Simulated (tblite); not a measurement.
Run report: C5H6ClFO2 (charge +1), geometry relaxation (part 1 of 2)

The run: geometry relaxation of C5H6ClFO2, charge +1, multiplicity 2. Method and program: GFN2-xTB geometry optimisation, gas phase (tblite 0.8.0).

It belongs to a series of runs on one base structure; here: electron removed.

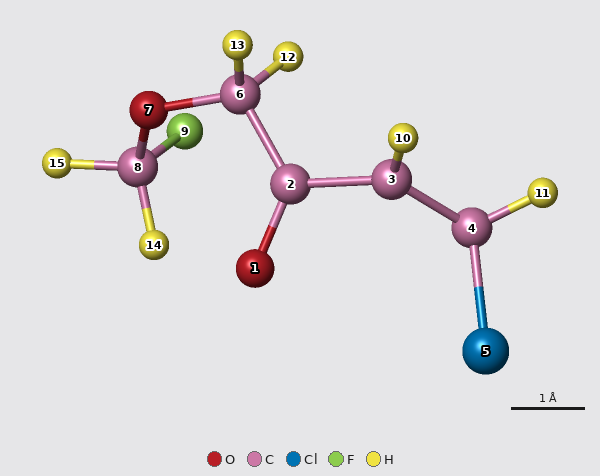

**Figure 1.** The starting structure (ball-and-stick view, seen at a tilt; atoms are numbered from 1 in the order of the input).

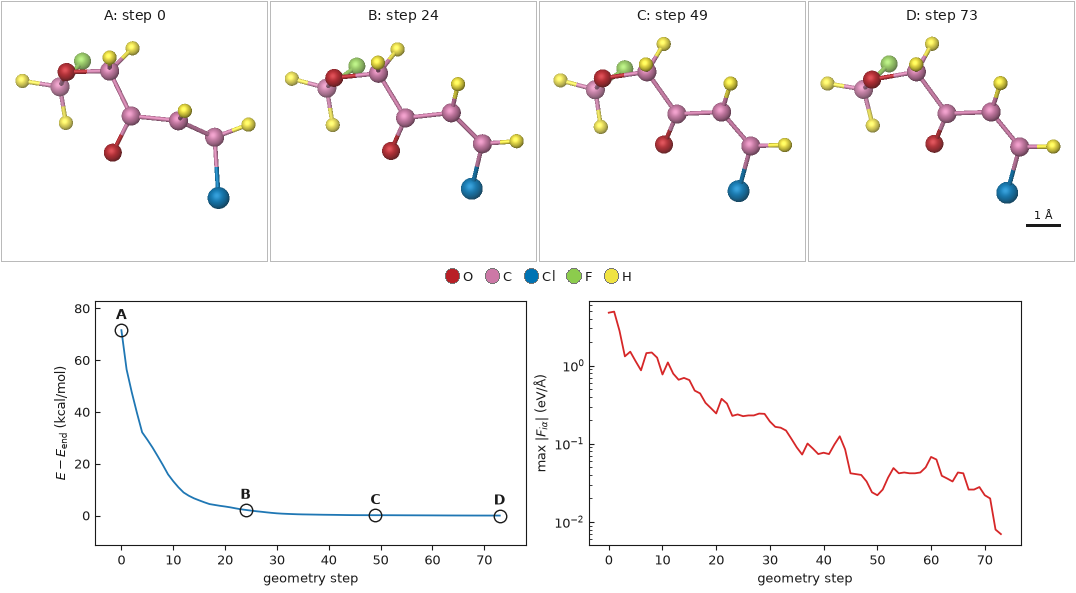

**Figure 2.** Frames of the relaxation (ball-and-stick view, seen at a tilt) above the curves, on which the letters mark them (steps are counted from 0).

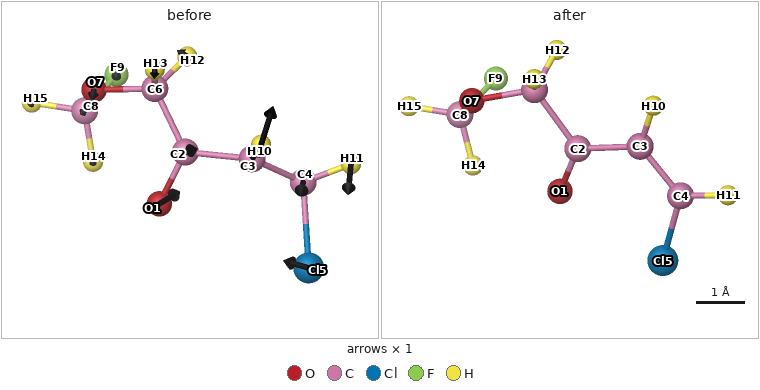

**Figure 3.** Before (left) and after (right) the relaxation, at one scale (ball-and-stick view, seen at a tilt). The black arrows give the displacements, at true length. The largest move after the best rigid fit is that of H10, 1.01 Å. By element the largest moves are H 1.01 Å, O 0.81 Å, Cl 0.70 Å, C 0.63 Å, F 0.21 Å. Among the contacts that change: C3–C4 1.472 → 1.348 Å, C4–Cl5 1.798 → 1.675 Å, C2–C6 1.471 → 1.555 Å, O1–C2 1.261 → 1.202 Å. Among the angles that change: C3–C4–Cl5 110.9° → 124.0°, O1–C2–C3 114.4° → 124.2°, Cl5–C4–H11 105.9° → 115.6°. After 73 geometry steps the energy has fallen by 71.6 kcal/mol. The largest force component goes from 4.8 to 0.007 eV/Å. (Atoms are counted from 1 in the order of the input.)

These pictures come from the run below.

## Input file
```
{"job": {"kind": "relax", "xc": "GFN2-xTB", "basis": "xTB"}, "charge": 1, "multiplicity": 2}
O      0.195800    -1.071200     1.165100
C      0.360500     0.050800     0.613000
C      1.776800     0.393300     0.329200
C      2.583600    -0.413100    -0.600600
Cl     3.396300    -1.764900     0.262700
C     -0.707000     1.002700     0.267800
O     -1.946900     0.548100     0.579300
C     -2.371700    -0.596000    -0.012600
F     -2.411900    -0.512800    -1.391300
H      2.160800     1.259300     0.803300
H      3.384900     0.154600    -1.092800
H     -0.574700     1.256200    -0.802300
H     -0.508400     1.961900     0.823400
H     -1.880000    -1.539200     0.270900
H     -3.462500    -0.721700     0.298900
```

The first line tells a small driver script what to run in tblite; the rest is the geometry in Å.

Run as:
```bash
OMP_NUM_THREADS=1 python <driver script> task.json out
```

## What the program printed
```
step      E/eV     max force
  0    -830.67106    5.254
  1    -831.32884    5.551
  2    -831.71183    2.930
  3    -832.05711    1.513
  4    -832.38183    1.638
  5    -832.50517    1.425
  6    -832.63656    1.218
  7    -832.78107    1.602
  8    -832.92971    1.491
  9    -833.08635    1.348
 10    -833.20086    0.931
 11    -833.30256    1.141
 12    -833.38960    0.964
 13    -833.44434    0.809
 14    -833.48750    0.895
 15    -833.52165    0.874
 16    -833.55426    0.616
 17    -833.58387    0.496
 18    -833.59838    0.423
 19    -833.61282    0.395
 20    -833.62475    0.331
 21    -833.63847    0.484
 22    -833.65502    0.408
 23    -833.67047    0.258
 24    -833.68196    0.261
 25    -833.69313    0.318
 26    -833.70382    0.303
 27    -833.71274    0.314
 28    -833.72245    0.264
 29    -833.73137    0.246
 30    -833.73896    0.223
 31    -833.74440    0.182
 32    -833.74817    0.189
 33    -833.75169    0.169
 34    -833.75481    0.131
 35    -833.75687    0.095
 36    -833.75834    0.100
 37    -833.75976    0.117
 38    -833.76128    0.109
 39    -833.76270    0.093
 40    -833.76378    0.086
 41    -833.76474    0.089
 42    -833.76595    0.108
 43    -833.76736    0.144
 44    -833.76854    0.108
 45    -833.76920    0.052
 46    -833.76957    0.058
 47    -833.76986    0.046
 48    -833.77010    0.040
 49    -833.77024    0.032
 50    -833.77033    0.030
 51    -833.77047    0.038
 52    -833.77071    0.055
 53    -833.77108    0.063
 54    -833.77150    0.053
 55    -833.77185    0.044
 56    -833.77216    0.049
 57    -833.77245    0.055
 58    -833.77280    0.051
 59    -833.77316    0.060
 60    -833.77353    0.073
 61    -833.77394    0.068
 62    -833.77438    0.057
 63    -833.77477    0.044
 64    -833.77505    0.033
 65    -833.77528    0.047
 66    -833.77551    0.063
 67    -833.77574    0.044
 68    -833.77592    0.034
 69    -833.77605    0.029
 70    -833.77616    0.024
 71    -833.77625    0.027
 72    -833.77631    0.011
 73    -833.77633    0.008
```

## Trajectory as extended XYZ (Å, eV, eV/Å), 32 of the 74 frames kept, from step=0 to step=73
```
15
Properties=species:S:1:pos:R:3:forces:R:3 step=0 energy=-830.67106
O     0.1958   -1.0712    1.1651    0.0560   3.1580  -1.8800
C     0.3605    0.0508    0.6130    0.7790  -4.5330   2.5400
C     1.7768    0.3933    0.3292    0.6930  -1.8840  -2.8780
C     2.5836   -0.4131   -0.6006    1.0500   1.3690   4.7690
Cl    3.3963   -1.7649    0.2627   -1.4630   0.3850  -1.6040
C    -0.7070    1.0027    0.2678    1.0580   1.4760  -0.3010
O    -1.9469    0.5481    0.5793   -0.8250  -0.1880   0.3790
C    -2.3717   -0.5960   -0.0126   -2.4060  -0.3770  -0.2870
F    -2.4119   -0.5128   -1.3913    0.5330  -0.0100   0.6110
H     2.1608    1.2593    0.8033    0.1450   1.1690  -0.4390
H     3.3849    0.1546   -1.0928   -0.5170  -0.2330  -0.3540
H    -0.5747    1.2562   -0.8023   -0.1360  -0.0200  -0.0800
H    -0.5084    1.9619    0.8234   -0.3340  -0.5720  -0.2360
H    -1.8800   -1.5392    0.2709    0.5180   0.1110  -0.0500
H    -3.4625   -0.7217    0.2989    0.8490   0.1490  -0.1900
15
Properties=species:S:1:pos:R:3:forces:R:3 step=2 energy=-831.71183
O     0.1807   -1.0638    1.1517   -0.1590   0.4020  -0.4330
C     0.3895    0.0040    0.6456   -0.1260  -0.9530   0.5160
C     1.7974    0.3643    0.2600   -1.1200   2.2140   1.0480
C     2.6281   -0.3762   -0.4687    2.7930  -0.4200   0.7810
Cl    3.3533   -1.7611    0.2143   -0.6920  -0.8940  -0.9140
C    -0.6802    1.0317    0.2616   -0.1070  -0.9270   0.1580
O    -1.9634    0.5442    0.5887    0.3540   0.0200  -0.0900
C    -2.4297   -0.6055   -0.0203    0.7130   0.1520   0.0310
F    -2.3963   -0.5133   -1.3745    0.2380  -0.0170   0.0660
H     2.1575    1.2848    0.7804   -0.5980   0.0470  -1.3220
H     3.3674    0.1469   -1.1019   -0.3510  -0.1130  -0.0030
H    -0.5779    1.2549   -0.8059    0.0070  -0.0410  -0.1880
H    -0.5175    1.9483    0.8192   -0.1130   0.2140   0.2160
H    -1.8665   -1.5330    0.2686    0.0650   0.3780  -0.0720
H    -3.4466   -0.7182    0.2952   -0.9050  -0.0590   0.2040
15
Properties=species:S:1:pos:R:3:forces:R:3 step=5 energy=-832.50517
O     0.1479   -1.1043    1.1345    0.3130   0.1310  -0.3920
C     0.4145   -0.0346    0.6735    0.0040  -0.0610  -0.2040
C     1.7755    0.4357    0.2358    0.5070  -0.6400   0.5080
C     2.8295   -0.3113   -0.2377   -0.7620   0.0700  -0.2450
Cl    3.2562   -1.8683    0.0955   -0.2520  -0.5760  -0.2000
C    -0.6689    0.9957    0.2711   -0.1580   0.1800   0.0260
O    -1.9479    0.5386    0.5911    0.0010  -0.0340   0.1460
C    -2.4388   -0.5959   -0.0115    0.0040   0.1370   0.1170
F    -2.3598   -0.5147   -1.3612    0.0240   0.0170  -0.0680
H     2.1036    1.3634    0.6479   -0.4940   1.1400  -0.6980
H     3.3357    0.1385   -1.1077    0.4080   0.1640   0.6690
H    -0.5765    1.2410   -0.8127    0.1440  -0.3120   0.3330
H    -0.5363    1.9391    0.8283    0.0130  -0.2650  -0.0310
H    -1.8464   -1.4971    0.2648    0.0090  -0.0240   0.1920
H    -3.4928   -0.7177    0.3022    0.2400   0.0720  -0.1530
15
Properties=species:S:1:pos:R:3:forces:R:3 step=7 energy=-832.78107
O     0.1610   -1.1155    1.0946   -0.0960  -0.9180   0.0270
C     0.4255   -0.0478    0.6647    0.5960   0.8040  -0.2180
C     1.7992    0.4282    0.2828    0.2360   1.0610   0.5540
C     2.8515   -0.2863   -0.1796   -0.6050  -1.4490  -0.3160
Cl    3.1969   -1.9655    0.0324   -0.4940   1.0060  -0.2690
C    -0.6789    0.9872    0.2797    0.3580   0.0270   0.0720
O    -1.9389    0.5345    0.6043   -0.2440   0.0670   0.2990
C    -2.4326   -0.5809    0.0020   -0.2160  -0.2910  -0.3740
F    -2.3434   -0.5134   -1.3623    0.0330   0.0530   0.3240
H     2.0352    1.4874    0.5279   -0.6520  -0.5050  -0.8850
H     3.3601    0.1494   -1.0480    0.5970   0.1510   0.7420
H    -0.5631    1.2086   -0.7897    0.0710  -0.1480  -0.1570
H    -0.5417    1.9170    0.8321    0.1040   0.0930   0.1640
H    -1.8392   -1.4834    0.2802   -0.0400  -0.0550   0.1670
H    -3.4960   -0.7115    0.2930    0.3520   0.1050  -0.1300
15
Properties=species:S:1:pos:R:3:forces:R:3 step=9 energy=-833.08635
O     0.1864   -1.1372    1.0382    0.0090  -0.1960  -0.2740
C     0.4564   -0.0399    0.6556    0.3790  -0.0530   0.4700
C     1.8289    0.4547    0.3532   -0.4570   0.8940  -0.5280
C     2.7932   -0.3293   -0.1855    0.0710  -0.2470  -0.0280
Cl    3.1297   -2.0061   -0.0179   -0.6480   1.0480  -0.1590
C    -0.6771    0.9819    0.2950    0.2500  -0.1070   0.1270
O    -1.9391    0.5326    0.6289    0.1720  -0.0690  -0.0140
C    -2.4270   -0.5791    0.0014    0.0930  -0.1660  -0.1310
F    -2.3307   -0.5081   -1.3535    0.1550   0.0700   0.2090
H     1.9450    1.5746    0.3853   -0.1400  -1.2680  -0.4340
H     3.4281    0.1707   -0.9404    0.2120  -0.1830   0.7430
H    -0.5457    1.1690   -0.7741   -0.0500  -0.0090  -0.2950
H    -0.5366    1.9039    0.8449    0.1350   0.3150   0.2230
H    -1.8383   -1.4792    0.3067   -0.0180  -0.0300   0.0580
H    -3.4775   -0.7006    0.2760   -0.1640   0.0020   0.0330
15
Properties=species:S:1:pos:R:3:forces:R:3 step=12 energy=-833.38960
O     0.2174   -1.1774    0.9561    0.3200   0.3260  -0.0440
C     0.5166   -0.0473    0.6895   -0.6680  -0.3700  -0.1710
C     1.8085    0.5054    0.3386   -0.3870  -0.7790  -0.4160
C     2.7641   -0.3255   -0.1504    0.0580   0.7910  -0.0640
Cl    2.9732   -1.9669   -0.0936   -0.4420  -0.2340   0.2310
C    -0.6535    0.9774    0.3187   -0.1230   0.1330  -0.0400
O    -1.9092    0.5184    0.6512    0.2200  -0.0930   0.0710
C    -2.4183   -0.5872    0.0046    0.1440   0.1460   0.2590
F    -2.2924   -0.4961   -1.3325    0.1550  -0.0100  -0.1220
H     1.8463    1.5666    0.1862    0.2280   0.1240  -0.0180
H     3.5124    0.1693   -0.7557    0.4540   0.1770   0.1180
H    -0.5344    1.1254   -0.7750   -0.0080   0.0050   0.2690
H    -0.5197    1.9129    0.8753    0.0930  -0.0930  -0.0870
H    -1.8356   -1.4775    0.3377   -0.0430  -0.1480  -0.0140
H    -3.4800   -0.6895    0.2633   -0.0010   0.0240   0.0270
15
Properties=species:S:1:pos:R:3:forces:R:3 step=14 energy=-833.48750
O     0.2453   -1.1907    0.9279   -0.1540  -0.6570   0.3110
C     0.5014   -0.0592    0.6876   -0.2170   0.5160  -0.6980
C     1.7696    0.4997    0.2994    0.0470  -0.1550  -0.2760
C     2.7627   -0.2880   -0.1478    0.0480  -0.1210  -0.0220
Cl    2.8747   -1.9435   -0.1073   -0.2380  -0.3280   0.2040
C    -0.6477    0.9819    0.3267   -0.0860  -0.0990   0.0850
O    -1.8849    0.5073    0.6668   -0.3020   0.0350   0.2650
C    -2.4053   -0.5855    0.0181   -0.0200  -0.0170  -0.0420
F    -2.2655   -0.4915   -1.3271    0.1100  -0.0300   0.1550
H     1.8222    1.5440    0.1069    0.0890   0.5680   0.1160
H     3.5784    0.1784   -0.6678    0.4590   0.3030  -0.0280
H    -0.5317    1.1112   -0.7626    0.0030   0.1230   0.0800
H    -0.5045    1.9152    0.8838    0.0730  -0.1010  -0.1030
H    -1.8388   -1.4882    0.3484   -0.0770  -0.1210  -0.0400
H    -3.4803   -0.6829    0.2609    0.2640   0.0850  -0.0060
15
Properties=species:S:1:pos:R:3:forces:R:3 step=16 energy=-833.55426
O     0.2589   -1.2067    0.9197   -0.2000  -0.1310   0.0920
C     0.4716   -0.0640    0.6558    0.3800   0.0660  -0.4800
C     1.7472    0.4958    0.2587    0.3030   0.3380  -0.3600
C     2.7715   -0.2709   -0.1533   -0.0090  -0.3830  -0.0080
Cl    2.8071   -1.9477   -0.1010   -0.0480   0.0530   0.1170
C    -0.6518    0.9777    0.3356   -0.1170  -0.1820   0.0880
O    -1.8866    0.5026    0.6889   -0.3130   0.0680   0.1160
C    -2.3954   -0.5843    0.0268   -0.0520  -0.1340  -0.0300
F    -2.2437   -0.4905   -1.3178    0.1150   0.0220   0.1770
H     1.8164    1.5530    0.0750   -0.0350   0.1900   0.2040
H     3.6370    0.1975   -0.6190    0.0010  -0.0250   0.1640
H    -0.5311    1.1111   -0.7496   -0.1320   0.1700  -0.0620
H    -0.4916    1.9108    0.8824    0.0500  -0.0460  -0.0090
H    -1.8453   -1.5012    0.3517   -0.0560  -0.0430  -0.0120
H    -3.4686   -0.6751    0.2602    0.1130   0.0380   0.0020
15
Properties=species:S:1:pos:R:3:forces:R:3 step=19 energy=-833.61282
O     0.2591   -1.2070    0.9104    0.1630   0.2350  -0.2730
C     0.4809   -0.0746    0.5918   -0.0310   0.0610   0.0410
C     1.7511    0.5110    0.1894   -0.0700  -0.1160  -0.0100
C     2.7787   -0.2813   -0.1649    0.1110   0.1780  -0.0040
Cl    2.7548   -1.9485   -0.0785    0.0800  -0.0910   0.0370
C    -0.6676    0.9640    0.3441    0.0600   0.1000  -0.1220
O    -1.9067    0.5019    0.7115    0.2260  -0.0950  -0.0530
C    -2.3911   -0.5931    0.0380   -0.0490   0.0270   0.0890
F    -2.2132   -0.4867   -1.2979    0.0840   0.0130  -0.0060
H     1.8146    1.5783    0.0782    0.0290   0.0850   0.0150
H     3.6783    0.2015   -0.5639   -0.1240  -0.2870   0.1370
H    -0.5527    1.1305   -0.7413   -0.2770   0.0910  -0.0200
H    -0.4769    1.8982    0.8814   -0.0190  -0.1140   0.0920
H    -1.8555   -1.5175    0.3549    0.0040  -0.0100   0.0860
H    -3.4583   -0.6687    0.2608   -0.1880  -0.0750  -0.0090
15
Properties=species:S:1:pos:R:3:forces:R:3 step=21 energy=-833.63847
O     0.2735   -1.1992    0.8766    0.1670  -0.1020  -0.1820
C     0.4958   -0.0702    0.5597   -0.3770   0.3000  -0.0450
C     1.7510    0.5220    0.1501   -0.0310   0.0860   0.1180
C     2.7815   -0.2803   -0.1640    0.0050   0.0410   0.0890
Cl    2.7152   -1.9472   -0.0732    0.1420  -0.1110   0.0340
C    -0.6693    0.9630    0.3411    0.0860   0.0670  -0.0640
O    -1.8973    0.4926    0.7227    0.0760  -0.0970   0.1370
C    -2.3915   -0.5979    0.0505   -0.0420   0.0050  -0.0340
F    -2.1853   -0.4822   -1.2838   -0.0250  -0.0660   0.0330
H     1.8025    1.5951    0.0570    0.1100  -0.0510  -0.0310
H     3.7037    0.1811   -0.5023    0.1140  -0.1610  -0.0510
H    -0.5867    1.1441   -0.7396   -0.1840   0.1190  -0.1410
H    -0.4684    1.8834    0.8928   -0.0280  -0.0180   0.1110
H    -1.8607   -1.5264    0.3676   -0.0440   0.0190   0.0810
H    -3.4684   -0.6700    0.2587    0.0310  -0.0290  -0.0530
15
Properties=species:S:1:pos:R:3:forces:R:3 step=24 energy=-833.68196
O     0.3117   -1.1810    0.7970   -0.1010  -0.0790  -0.1600
C     0.4851   -0.0362    0.4940    0.0900  -0.1620  -0.1100
C     1.7564    0.5452    0.1060    0.0160   0.0660   0.1540
C     2.7813   -0.2829   -0.1554   -0.0030  -0.0830   0.1780
Cl    2.6977   -1.9586   -0.0464   -0.0020   0.1060   0.0360
C    -0.6751    0.9709    0.3237   -0.2380   0.0630   0.0540
O    -1.8799    0.4670    0.7550   -0.1510   0.0170   0.0920
C    -2.3948   -0.6070    0.0678    0.0910  -0.0450   0.0000
F    -2.1500   -0.4858   -1.2583   -0.1220  -0.1020  -0.0040
H     1.8139    1.6210    0.0472    0.2010  -0.0890  -0.1410
H     3.7453    0.1200   -0.4310    0.1540   0.0420  -0.1280
H    -0.6759    1.1952   -0.7562   -0.0140   0.1310   0.0520
H    -0.4614    1.8569    0.9240   -0.0500   0.1100  -0.0190
H    -1.8775   -1.5389    0.3971   -0.0600  -0.0340   0.0340
H    -3.4812   -0.6777    0.2494    0.1870   0.0600  -0.0390
15
Properties=species:S:1:pos:R:3:forces:R:3 step=26 energy=-833.70382
O     0.3170   -1.1801    0.7546   -0.1930   0.0680  -0.2230
C     0.4780   -0.0288    0.4621    0.2070  -0.1370  -0.0010
C     1.7636    0.5544    0.1086    0.0390  -0.2020   0.0590
C     2.7887   -0.2855   -0.1317    0.0510   0.0250   0.0090
Cl    2.7088   -1.9616   -0.0312   -0.0880   0.1150   0.0820
C    -0.6945    0.9807    0.3185   -0.0380   0.0210   0.0850
O    -1.8845    0.4579    0.7732   -0.0010   0.0530  -0.1620
C    -2.3917   -0.6131    0.0730    0.0510  -0.0100   0.0820
F    -2.1514   -0.4982   -1.2508   -0.0100  -0.0340  -0.0530
H     1.8436    1.6254    0.0433    0.1320  -0.0020  -0.1190
H     3.7605    0.0939   -0.4320   -0.0040   0.0900   0.0050
H    -0.7150    1.2297   -0.7616   -0.0190   0.0470   0.2310
H    -0.4669    1.8553    0.9347   -0.0790   0.0630  -0.0730
H    -1.8883   -1.5443    0.4105    0.0300  -0.1180   0.0350
H    -3.4723   -0.6778    0.2426   -0.0780   0.0200   0.0440
15
Properties=species:S:1:pos:R:3:forces:R:3 step=28 energy=-833.72245
O     0.3093   -1.1848    0.7017   -0.1480   0.0600  -0.2100
C     0.4831   -0.0293    0.4342   -0.0800   0.1000   0.0520
C     1.7705    0.5557    0.1075    0.0800  -0.0460  -0.0310
C     2.8019   -0.2835   -0.1091    0.0890   0.0180  -0.1400
Cl    2.6935   -1.9526   -0.0182   -0.0130  -0.0720   0.1160
C    -0.7089    0.9882    0.3235    0.2440  -0.0350   0.0390
O    -1.8881    0.4533    0.7821    0.0740   0.0110  -0.1430
C    -2.3855   -0.6202    0.0820   -0.0800  -0.0240   0.0010
F    -2.1487   -0.5105   -1.2447    0.0630  -0.0300   0.0150
H     1.8699    1.6243    0.0150    0.0270  -0.0240  -0.0310
H     3.7812    0.0815   -0.4155   -0.1070   0.0930   0.0870
H    -0.7451    1.2578   -0.7493    0.0110  -0.0050   0.1590
H    -0.4745    1.8599    0.9401   -0.0690   0.0320  -0.0090
H    -1.8955   -1.5573    0.4253    0.0540  -0.0510   0.0070
H    -3.4673   -0.6744    0.2395   -0.1440  -0.0260   0.0880
15
Properties=species:S:1:pos:R:3:forces:R:3 step=31 energy=-833.74440
O     0.2920   -1.1782    0.5913   -0.0240   0.0550  -0.1180
C     0.4842   -0.0109    0.3823   -0.0630   0.0090  -0.0140
C     1.7889    0.5609    0.0879   -0.0830   0.0600  -0.0820
C     2.8175   -0.2871   -0.1002   -0.0630  -0.0650   0.0210
Cl    2.6684   -1.9509    0.0213    0.0740  -0.1300   0.0570
C    -0.7068    0.9956    0.3305   -0.0230   0.0420   0.0020
O    -1.8823    0.4416    0.7889    0.0200  -0.0450   0.0780
C    -2.3857   -0.6355    0.0972   -0.0110   0.0070  -0.0280
F    -2.1291   -0.5315   -1.2271    0.0040  -0.0820   0.0230
H     1.9058    1.6263   -0.0251   -0.0240  -0.0250   0.0310
H     3.8100    0.0646   -0.3611   -0.0090   0.0930   0.0070
H    -0.7991    1.3050   -0.7219    0.1650  -0.0040  -0.0760
H    -0.4876    1.8632    0.9555    0.0060   0.0200   0.0820
H    -1.9049   -1.5804    0.4506   -0.0140   0.0940  -0.0450
H    -3.4758   -0.6747    0.2440    0.0470  -0.0270   0.0640
```
